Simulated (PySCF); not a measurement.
SMILES [CH]=C(C)O (C3H5O), doublet at its PBE0/def2-SVP optimised geometry (Å):

```
9

C     -0.9457     0.6911    -0.9414
C     -0.1622     0.1852     0.0000
C      0.3451    -1.2199     0.0000
O      0.2857     0.8727     1.0900
H     -1.4467     1.6211    -1.2002
H     -0.0165    -1.7721    -0.8756
H      1.4467    -1.2199     0.0000
H      0.0168    -1.7361     0.9161
H     -0.0603     1.7721     1.0564
```

Computed with unrestricted PBE0/def2-TZVP in PySCF.

Map of the Laplacian of the electron density (e/bohr⁵), clipped to [-1.50, 1.50] on the plane z = 1.5 Å:

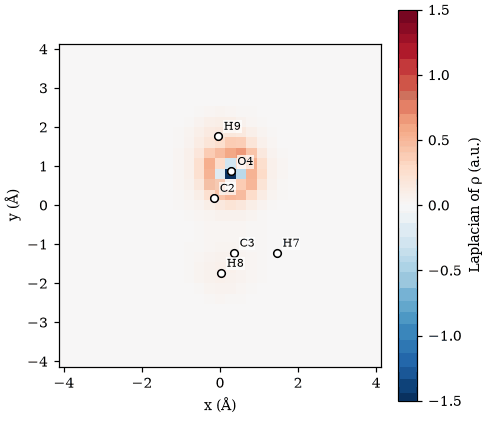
Figure: Laplacian of the electron density (e/bohr⁵), clipped to [-1.50, 1.50] on the plane z = 1.5 Å.
